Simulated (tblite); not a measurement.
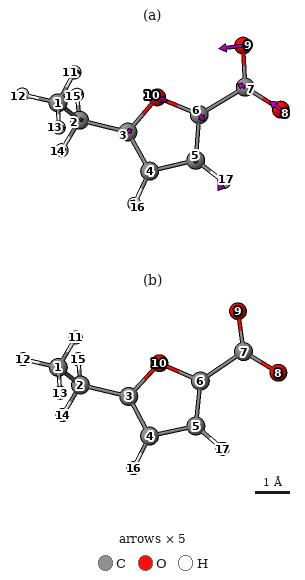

The structure of C7H7O3 (charge −1) before (top) and after (bottom) a relaxation, at one scale. The purple arrows give the displacements, magnified 5 times.

Style: ball-and-stick. Shown face on.

Computed with GFN2-xTB geometry optimisation, gas phase in tblite 0.8.0. 

Q: Describe what moved and what it gained.

A: Over 39 geometry steps the energy falls by 0.199 eV. The atom that moves furthest after the best rigid fit is O9 (0.15 Å). By element the largest moves are O 0.15 Å, H 0.07 Å, C 0.06 Å. Near-neighbour distances that change, for instance: C6–C7 1.594 → 1.555 Å, C7–O8 1.277 → 1.239 Å, C7–O9 1.262 → 1.235 Å, C6–O10 1.370 → 1.351 Å. Among the angles between lasting bonds that change: C5–C6–C7 124.5° → 129.4°, C7–C6–O10 126.1° → 121.3°, O8–C7–O9 126.4° → 130.1°.
